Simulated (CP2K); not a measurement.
# PBE/DZVP-MOLOPT-SR-GTH (core potential) run of Si2H6O2 (SMILES O[SiH2][SiH2]O)

Aim: the vertical singlet–triplet gap of Si2H6O2 at PBE/DZVP-MOLOPT-SR-GTH (core potential), from 2 runs. 

The calculation is run with CP2K 2026.2.

1 further run of the same task is left out (set aside as unsound or not needed).

**1. The molecule**

The species is Si2H6O2 (10 atoms), meant as a singlet with charge 0. SMILES: `O[SiH2][SiH2]O`. The coordinates come from a PBE0-D4/def2-TZVP relaxation. This is one conformer, not always the lowest.

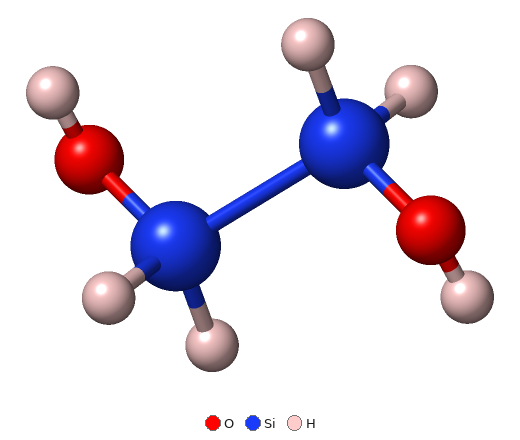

The structure, seen from a chosen angle (oxygen red, silicon blue, hydrogen pink).

**2. A single-point energy at PBE/DZVP-MOLOPT-SR-GTH (core potential)**

File calc.inp:

```
&FORCE_EVAL
   METHOD QUICKSTEP
   &DFT
      BASIS_SET_FILE_NAME BASIS_MOLOPT
      POTENTIAL_FILE_NAME GTH_POTENTIALS
      CHARGE 0
      MULTIPLICITY 1
      &QS
         METHOD GPW
         EPS_DEFAULT 1.0E-10
      &END QS
      &MGRID
         CUTOFF 400
         REL_CUTOFF 50
         NGRIDS 4
      &END MGRID
      &POISSON
         PERIODIC NONE
         POISSON_SOLVER MULTIPOLE
      &END POISSON
      &SCF
         SCF_GUESS ATOMIC
         EPS_SCF 1.0E-06
         MAX_SCF 80
         ADDED_MOS 3
         &DIAGONALIZATION
            ALGORITHM STANDARD
         &END DIAGONALIZATION
         &MIXING
            METHOD PULAY_MIXING
            ALPHA 0.4
            NBUFFER 8
         &END MIXING
      &END SCF
      &XC
         &XC_FUNCTIONAL PBE
         &END XC_FUNCTIONAL
      &END XC
      &PRINT
         &MOMENTS
            PERIODIC F
            REFERENCE COM
            MAX_MOMENT 1
         &END MOMENTS
         &MO ON
            ENERGIES T
            OCCUPATION_NUMBERS T
            NDIGITS 6
            &EACH
               QS_SCF 0
            &END EACH
            ADD_LAST NUMERIC
         &END MO
         &HIRSHFELD OFF
         &END HIRSHFELD
      &END PRINT
   &END DFT
   &SUBSYS
      &CELL
         ABC [angstrom] 10 12.1 11.4
         PERIODIC NONE
      &END CELL
      &COORD
         UNIT bohr
         O     -1.9337567     3.5672360     1.9445282
         Si     0.2159957     1.2963521     1.8135702
         Si    -0.2808133    -1.2729195    -1.7908934
         O      1.8655376    -3.5470159    -1.9178830
         H     -1.9148595     4.8102979     0.6289009
         H     -0.1494773    -0.2133501     4.1556967
         H      2.8313767     2.3559216     1.8638369
         H     -2.8978950    -2.3281426    -1.8434278
         H      0.0897620     0.2348930    -4.1333980
         H      1.8438058    -4.7887550    -0.6009329
      &END COORD
      &TOPOLOGY
         &CENTER_COORDINATES
         &END CENTER_COORDINATES
      &END TOPOLOGY
      &KIND O
         BASIS_SET DZVP-MOLOPT-SR-GTH-q6
         POTENTIAL GTH-PBE-q6
      &END KIND
      &KIND Si
         BASIS_SET DZVP-MOLOPT-SR-GTH-q4
         POTENTIAL GTH-PBE-q4
      &END KIND
      &KIND H
         BASIS_SET DZVP-MOLOPT-SR-GTH-q1
         POTENTIAL GTH-PBE-q1
      &END KIND
   &END SUBSYS
&END FORCE_EVAL

&GLOBAL
   PROJECT_NAME calc
   RUN_TYPE ENERGY
   PRINT_LEVEL MEDIUM
&END GLOBAL
```

Launch:

```console
$ OMP_NUM_THREADS=1 cp2k.psmp -i calc.inp > calc.out 2>&1
```

Standard output:

```text
CP2K| version string:                                       CP2K version 2026.2
[...]
 GLOBAL| Method name                                                        CP2K
[...]
 GLOBAL| Run type                                                         ENERGY
[...]
 DFT| Spin restricted Kohn-Sham (RKS) calculation                            RKS
 DFT| Multiplicity                                                             1
[...]
 DFT| Charge                                                                   0
[...]
 FUNCTIONAL| PBE:
 QS| Method:                                                                 GPW
[...]
 QS| Density cutoff [a.u.]:                                                200.0
[...]
 QS| Relative density cutoff [a.u.]:                                        25.0
[...]
                             - Atoms:                                         10
[...]
                             - Spherical basis functions:                     82
[...]
 Number of electrons:                                                         26
[...]
     1 NoMix/Diag. 0.40E+00    1.9     1.16265096       -42.6796827368 -4.27E+01
[...]
    16 Pulay/Diag. 0.40E+00    2.3     0.00000061       -43.4952319397  7.05E-06
  *** SCF run converged in    16 steps ***
[...]
  Overlap energy of the core charge distribution:               0.00000010660783
  Self energy of the core charge distribution:               -112.03124276749614
  Core Hamiltonian energy:                                     31.34929999296722
  Hartree energy:                                              48.80173455599773
  Exchange-correlation energy:                                -11.61502382775986
  Total energy:                                               -43.49523193968323
[...]
                     Mulliken Population Analysis
 #  Atom  Element  Kind  Atomic population                           Net charge
       1     O        1          6.377546                             -0.377546
       2     Si       2          3.881077                              0.118923
       3     Si       2          3.881060                              0.118940
       4     O        1          6.377546                             -0.377546
       5     H        3          0.852335                              0.147665
       6     H        3          0.943602                              0.056398
       7     H        3          0.945469                              0.054531
       8     H        3          0.945471                              0.054529
       9     H        3          0.943601                              0.056399
      10     H        3          0.852292                              0.147708
 # Total charge                             26.000000                  0.000000
[...]
  Dipole moment [Debye]
    X= -0.1348015E-02 Y=  0.1336194E-02 Z= -0.3546530E-03  Total=      0.0019309
 ENERGY| Total FORCE_EVAL ( QS ) energy [hartree]            -43.495231939683229
[...]
```

Run time: 37 s. Hardware: 1 thread of Arm Neoverse V1, shared host; peak memory 1.8 GiB.

**3. The triplet**

File molecule.xyz:

```xyz
10

O     -1.023300     1.887700     1.029000
Si     0.114300     0.686000     0.959700
Si    -0.148600    -0.673600    -0.947700
O      0.987200    -1.877000    -1.014900
H     -1.013300     2.545500     0.332800
H     -0.079100    -0.112900     2.199100
H      1.498300     1.246700     0.986300
H     -1.533500    -1.232000    -0.975500
H      0.047500     0.124300    -2.187300
H      0.975700    -2.534100    -0.318000
```

File job.inp:

```
&GLOBAL
  PROJECT job
  RUN_TYPE ENERGY
  PRINT_LEVEL MEDIUM
&END GLOBAL

&FORCE_EVAL
  METHOD QUICKSTEP
  &DFT
    BASIS_SET_FILE_NAME BASIS_MOLOPT
    POTENTIAL_FILE_NAME GTH_POTENTIALS
    CHARGE 0
    MULTIPLICITY 3
    SPIN_POLARIZED T
    &QS
      METHOD GPW
      EPS_DEFAULT 1.0E-10
    &END QS
    # plane-wave cutoff in Ry
    &MGRID
      CUTOFF 400
      REL_CUTOFF 50
      NGRIDS 4
    &END MGRID
    # cluster boundary conditions
    &POISSON
      PERIODIC NONE
      POISSON_SOLVER MULTIPOLE
    &END POISSON
    # self-consistent field
    &SCF
      SCF_GUESS ATOMIC
      EPS_SCF 1.0E-06
      MAX_SCF 30
      &OT ON
        MINIMIZER DIIS
        PRECONDITIONER FULL_SINGLE_INVERSE
      &END OT
      &OUTER_SCF
        EPS_SCF 1.0E-06
        MAX_SCF 5
      &END OUTER_SCF
    &END SCF
    # functional
    &XC
      &XC_FUNCTIONAL PBE
      &END XC_FUNCTIONAL
    &END XC
    &PRINT
      &MOMENTS
        PERIODIC F
        REFERENCE COM
        MAX_MOMENT 1
      &END MOMENTS
      &MO_CUBES
        NLUMO 1
        NHOMO -1
        WRITE_CUBE F
      &END MO_CUBES
      &HIRSHFELD OFF
      &END HIRSHFELD
    &END PRINT
  &END DFT
  &SUBSYS
    # vacuum box
    &CELL
      ABC [angstrom] 10 12.1 11.4
      PERIODIC NONE
    &END CELL
    &TOPOLOGY
      COORD_FILE_NAME molecule.xyz
      COORD_FILE_FORMAT XYZ
      &CENTER_COORDINATES
      &END CENTER_COORDINATES
    &END TOPOLOGY
    &KIND O
      BASIS_SET DZVP-MOLOPT-SR-GTH-q6
      POTENTIAL GTH-PBE-q6
    &END KIND
    &KIND Si
      BASIS_SET DZVP-MOLOPT-SR-GTH-q4
      POTENTIAL GTH-PBE-q4
    &END KIND
    &KIND H
      BASIS_SET DZVP-MOLOPT-SR-GTH-q1
      POTENTIAL GTH-PBE-q1
    &END KIND
  &END SUBSYS
&END FORCE_EVAL
```

Launch:

```console
$ OMP_NUM_THREADS=1 cp2k.psmp job.inp > job.out
```

Standard output, cut to the lines that bear on the results:

```text
CP2K| version string:                                       CP2K version 2026.2
[...]
 GLOBAL| Method name                                                        CP2K
[...]
 GLOBAL| Run type                                                         ENERGY
[...]
 DFT| Spin unrestricted (spin-polarized) Kohn-Sham calculation               UKS
 DFT| Multiplicity                                                             3
[...]
 DFT| Charge                                                                   0
[...]
 FUNCTIONAL| PBE:
 QS| Method:                                                                 GPW
[...]
 QS| Density cutoff [a.u.]:                                                200.0
[...]
 QS| Relative density cutoff [a.u.]:                                        25.0
[...]
                             - Atoms:                                         10
[...]
                             - Spherical basis functions:                     82
[...]
 Number of electrons:                                                         14
[...]
     1 OT DIIS     0.80E-01    3.1     0.08587581       -40.6685784659 -4.07E+01
[...]
    21 OT DIIS     0.80E-01    3.5     0.00000080       -43.3399076008 -3.80E-10
  *** SCF run converged in    21 steps ***
[...]
  Overlap energy of the core charge distribution:               0.00000010660785
  Self energy of the core charge distribution:               -112.03124276749614
  Core Hamiltonian energy:                                     31.28213805512612
  Hartree energy:                                              48.94431017632395
  Exchange-correlation energy:                                -11.53511317136185
  Total energy:                                               -43.33990760080007
[...]
                     Mulliken Population Analysis
 #  Atom  Element  Kind  Atomic population (alpha,beta) Net charge  Spin moment
       1     O        1         3.207162     3.049440    -0.256602     0.157722
       2     Si       2         2.403325     1.646332    -0.049656     0.756993
       3     Si       2         2.403436     1.646325    -0.049761     0.757110
       4     O        1         3.207096     3.049441    -0.256537     0.157655
[...]
  Dipole moment [Debye]
    X= -0.1886494E-02 Y=  0.3301826E-03 Z=  0.1171657E-02  Total=      0.0022451
[...]
 HOMO - LUMO gap [eV] :    1.616786
 ENERGY| Total FORCE_EVAL ( QS ) energy [hartree]            -43.339907600800075
[...]
```

It took 3 min on 1 thread of Arm Neoverse V1, shared host; peak memory 1.3 GiB.

**4. Results**

Level: PBE/DZVP-MOLOPT-SR-GTH (core potential).

```
                                        quantity         value
                           singlet: total energy  -43.49523 Eh
                          singlet: dipole moment        0.00 D
                            singlet: HOMO energy      -6.19 eV
                            singlet: LUMO energy      -1.60 eV
                          singlet: HOMO–LUMO gap       4.59 eV
                           triplet: total energy  -43.33991 Eh
                          triplet: dipole moment        0.00 D
     triplet: HOMO energy (highest over α and β)      -2.34 eV
                                   triplet: ⟨S²⟩         2.002
vertical energy of the triplet above the singlet      4.227 eV
```

In words: At this shape the triplet lies 4.23 eV (408 kJ/mol) above the singlet.
